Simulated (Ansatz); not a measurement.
**U-revPBE/def2-TZVP run of BNH2Cl (SMILES N[B]Cl)**

What is the electronic atomisation energy of BNH2Cl at U-revPBE/def2-TZVP? 

The results are computed with Ansatz 0.2.0.

61 further runs of the same task are left out: 61 set aside as unsound or not needed.

## Step 1: The molecule

BNH2Cl has 5 atoms, charge 0, and is taken as a doublet. As SMILES, `N[B]Cl`. The shape is that of a PBE0-D4/def2-TZVP optimisation. This is one conformer, not always the lowest.

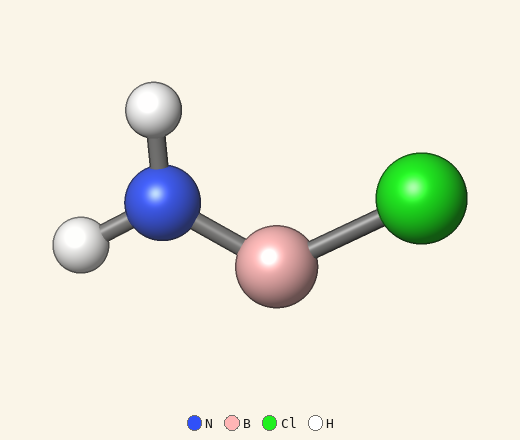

The structure, seen from a chosen angle (nitrogen blue, boron pink, chlorine green, hydrogen white).

## Step 2: A single-point energy at U-revPBE/def2-TZVP

input.yaml reads:

```yaml
crystal:
  periodic: [false, false, false]
  atoms:
    - symbol: N
      position_ang: [-0.334000, 0.412100, -0.256700]
    - symbol: B
      position_ang: [-0.098400, -0.544600, 0.704400]
    - symbol: Cl
      position_ang: [1.343200, -1.526200, 0.784600]
    - symbol: H
      position_ang: [-1.176700, 0.959900, -0.273100]
    - symbol: H
      position_ang: [0.315800, 0.625100, -1.000600]
basis:
  gaussian: {orbitals: def2-TZVP}
magnetization: {spin_polarized: true, initial_magnetization: 1}
hamiltonian: {xc: {name: revPBE}}
accuracy: high
output: {orbitals: {seedname: orbitals}}
```

On the command line:

```sh
ansatz run input.yaml --threads 1 --pin off --max-ram 3480MiB --events-out events.jsonl --progress --plain --runs-dir runs
```

The log of the run:

```text
Warning: RAYON_NUM_THREADS=1 ignored (pool sized by the plan → 1); use --threads N
Functional definition: revPBE
  name "revPBE"
  parameter kappa = 1.245
  parameter beta = 0.06672455060314922
  exchange = pbe_x(kappa = kappa, mu = beta*pi^2/3)
  correlation = pbe_c(beta = beta)
1844 factors; integrals over basis functions are off by at most 3.6e-9 eV
mean field evaluation 1: about -14710.9303 eV, gradient 4.9e1 eV
mean field evaluation 2: about -14679.2017 eV, gradient 8.6e1 eV
mean field evaluation 4: about -14719.9247 eV, gradient 7.3e0 eV
mean field evaluation 8: about -14720.2064 eV, gradient 1.3e-1 eV
mean field evaluation 16: about -14720.2064 eV, gradient 4.5e-5 eV
mean field -14720.20643219 eV, -540.9576086686 hartree, gradient 3.4e-8 eV, S^2 0.753855; 0 other end points of the search recorded, 0 dependent functions left out
reference -14720.20643614 eV, -540.9576088139 hartree; 16, 15 occupied and 95, 96 virtual orbitals, 1844 factors
Total energy: -14720.20643614 eV, -540.9576088139 hartree
```

Wall time 6.9 s (1 thread of Arm Neoverse V2, shared host); peak memory 0.28 GiB.

## Step 3: The B atom

input.yaml reads:

```yaml
basis:
  gaussian:
    orbitals: def2-TZVP
crystal:
  periodic: [false, false, false]
  atoms:
    - symbol: B
      position_ang: [0.000000, 0.000000, 0.000000]
magnetization:
  spin_polarized: true
  initial_magnetization: 1
hamiltonian:
  xc: {name: revPBE}
accuracy: high
```

Run the same way, it converges to -24.65285 Eh (log not shown).

## Step 4: The Cl atom at the same level

job.yaml reads:

```yaml
crystal:
  periodic: [false, false, false]
  atoms:
    - symbol: Cl
      position_ang: [0.000000, 0.000000, 0.000000]
basis:
  gaussian: {orbitals: def2-TZVP}
magnetization: {spin_polarized: true, initial_magnetization: 1}
hamiltonian: {xc: {name: revPBE}}
accuracy: high
```

Run the same way, it converges to -460.06615 Eh (log not shown).

## Step 5: The H atom

run.yaml reads:

```yaml
basis:
  gaussian:
    orbitals: def2-TZVP
crystal:
  periodic: [false, false, false]
  atoms:
    - symbol: H
      position_ang: [0.000000, 0.000000, 0.000000]
magnetization:
  spin_polarized: true
  initial_magnetization: 1
hamiltonian:
  xc: {name: revPBE}
accuracy: high
```

Run the same way, it converges to -0.50412 Eh (log not shown).

## Step 6: The N atom at the same level

run.yaml reads:

```yaml
crystal:
  periodic: [false, false, false]
  atoms:
    - {symbol: "N", position_ang: [0.000000, 0.000000, 0.000000]}
basis:
  gaussian: {orbitals: def2-TZVP}
magnetization: {spin_polarized: true, initial_magnetization: 3}
hamiltonian: {xc: {name: revPBE}}
accuracy: high
```

Run the same way, it converges to -54.58772 Eh (log not shown).

## Step 7: What came out

At U-revPBE/def2-TZVP:

| quantity | value |
| --- | --- |
| molecule: total energy | -540.95761 Eh |
| molecule: HOMO energy (highest over α and β) | -4.58 eV |
| molecule: LUMO energy (lowest over α and β) | -2.16 eV |
| molecule: ⟨S²⟩ | 0.754 |
| B atom: total energy | -24.65285 Eh |
| B atom: ⟨S²⟩ | 0.754 |
| Cl atom: total energy | -460.06615 Eh |
| Cl atom: ⟨S²⟩ | 0.753 |
| H atom: total energy | -0.50412 Eh |
| H atom: ⟨S²⟩ | 0.750 |
| N atom: total energy | -54.58772 Eh |
| N atom: ⟨S²⟩ | 3.753 |
| electronic atomisation energy | 17.487 eV |

Taking the molecule apart into free atoms costs 17.49 eV (1687 kJ/mol), before zero-point energy and without spin-orbit coupling.
